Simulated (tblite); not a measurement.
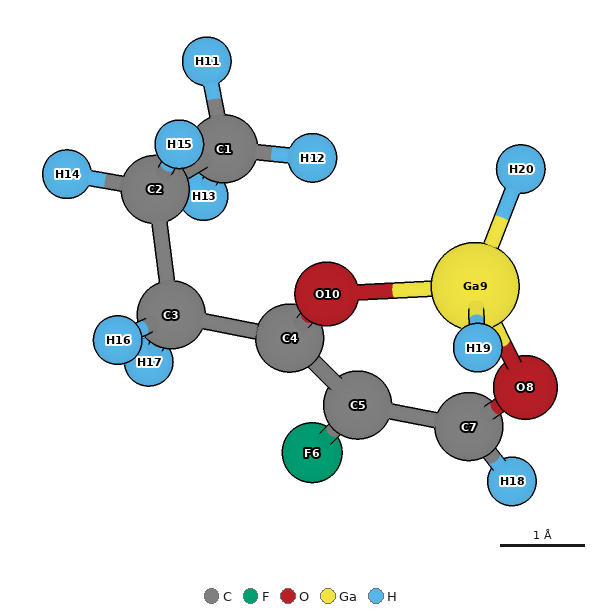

The structure (ball-and-stick view, seen at a tilt; atoms are numbered from 1 in the order of the input). Sticks mark near contacts.

C6H10FGaO2: frequency calculation

The run: frequency calculation of C6H10FGaO2, SMILES CCCC1=C(F)C=[O+][GaH2-][O]1. Method and program: GFN2-xTB harmonic vibrations, gas phase (tblite 0.8.0).

It belongs to a series of runs on one base structure; here: H on C replaced by nPr.

**Input file**
```
{"job": {"kind": "ir", "xc": "GFN2-xTB", "basis": "xTB"}, "charge": 0, "multiplicity": 1}
C     -2.075355     0.510620    -1.161731
C     -1.978764     0.596784     0.355630
C     -1.109348    -0.531470     0.935484
C      0.306135    -0.387475     0.458264
C      0.897104    -1.379304    -0.337588
F      0.179808    -2.502460    -0.611557
C      2.166789    -1.304317    -0.877417
O      2.963513    -0.324717    -0.752972
Ga     2.650878     1.342588     0.197775
O      0.942950     0.666420     0.778164
H     -2.746286     1.277330    -1.540746
H     -1.098121     0.657620    -1.619207
H     -2.456420    -0.461555    -1.466919
H     -2.975146     0.521238     0.794138
H     -1.547484     1.557060     0.645490
H     -1.109979    -0.447239     2.024663
H     -1.511713    -1.502661     0.649588
H      2.509792    -2.160479    -1.472098
H      3.595431     1.412250     1.402771
H      2.391068     2.470444    -0.814464
```

The first line tells a small driver script what to run in tblite; the rest is the geometry in Å.

Hardware: 1 CPU thread, shared host.

Run as:
```bash
OMP_NUM_THREADS=1 python <driver script> task.json out
```

**Output**
```
mode    cm-1     km/mol
  1       9.8      0.16
  2      41.8      0.23
  3      64.4      0.01
  4      99.9      0.63
  5     166.9      1.01
  6     199.9     29.29
  7     217.0      2.49
  8     259.0      1.05
  9     272.7      4.29
 10     289.3     10.56
 11     317.0      8.44
 12     345.7     25.31
 13     350.3      0.54
 14     391.6      9.41
 15     429.1    138.79
 16     436.6     26.29
 17     484.6      7.79
 18     501.7    114.82
 19     631.8     12.58
 20     641.0     10.52
 21     683.8    262.94
 22     769.0     10.21
 23     827.8      3.70
 24     882.5      1.71
 25     910.9      5.11
 26     930.3      1.53
 27    1058.0     14.85
 28    1086.3      7.51
 29    1106.5     29.14
 30    1120.1     40.26
 31    1185.6     42.42
 32    1238.7    120.51
 33    1244.3      2.94
 34    1302.2     67.44
 35    1310.2    271.52
 36    1331.4     15.41
 37    1377.2    238.20
 38    1417.8      5.36
 39    1436.7    322.58
 40    1453.8    266.77
 41    1478.9      0.94
 42    1498.6      5.49
 43    1500.6      2.98
 44    1608.4    357.50
 45    1758.9    535.67
 46    1790.1    175.56
 47    2892.3     24.36
 48    2974.3      5.58
 49    2982.6     16.57
 50    2992.4     22.21
 51    3018.0      8.08
 52    3021.5     53.73
 53    3037.5     34.31
 54    3047.6     25.85
```

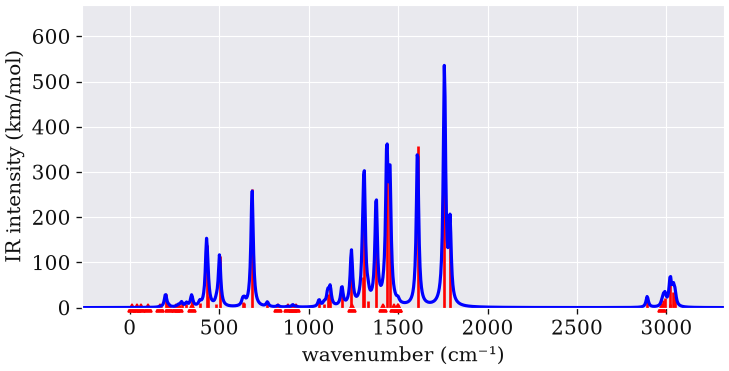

Harmonic infrared spectrum, unscaled: sticks (degenerate modes added up, dark ones marked on the axis) with a Lorentzian envelope of 16 cm⁻¹ full width, scaled to the tallest stick. 54 modes from 10 to 3048 cm⁻¹, none imaginary. The strongest line is at 1759 cm⁻¹ (536 km/mol).

**Key numbers**

```csv
quantity,value
outcome,converged
total energy,−872.4247 eV
zero-point energy,89.2420 kcal/mol
wall time,0.96 s
peak memory,0.18 GiB
```
